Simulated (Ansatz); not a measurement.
**BHF2: a line through the functionals**

BHF2 has 4 atoms, charge 0, and is taken as a singlet. As SMILES, `FBF`. The shape is that of a PBE0-D4/def2-TZVP optimisation.

The electronic atomisation energy y, in eV, basis def2-TZVPP; a is the functional's share of exact exchange. Programs: Ansatz 0.2.0.

```
functional  program     a  y (eV)
       PBE   Ansatz     0   18.14
    r2SCAN   Ansatz     0   17.89
     B3LYP   Ansatz   0.2   17.71
      PBE0   Ansatz  0.25       ?
   r2SCAN0   Ansatz  0.25   17.46
     BHLYP   Ansatz   0.5   17.10
```

**Question.** Fit y = c + s·a to the known rows and predict PBE0.

**Answer.** 
1. Means of the 5 rows: a = 0.1900, y = 17.660.
2. Σ(Δa)² = 0.172, Σ(Δa·Δy) = -0.32, so the slope is -0.32/0.172 = -1.8605.
3. Intercept: 17.660 − (-1.8605) × 0.1900 = 18.013. The largest residual of the fit is 0.13.
4. PBE0: 18.013 + (-1.8605) × 0.25 = 17.55 eV.

The run gave 17.66 eV, so the prediction is off by -0.11 eV, within the largest residual. The rows mix families of semi-local functionals, which the line can't see.

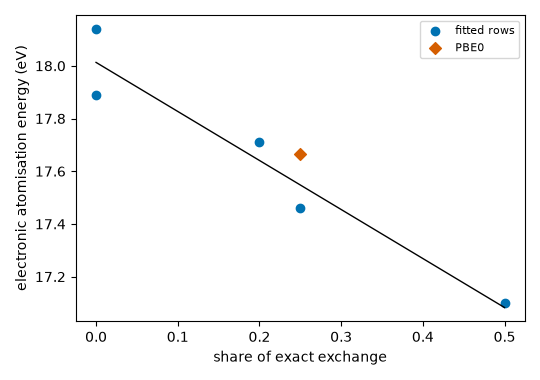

The fitted line, with the withheld row.
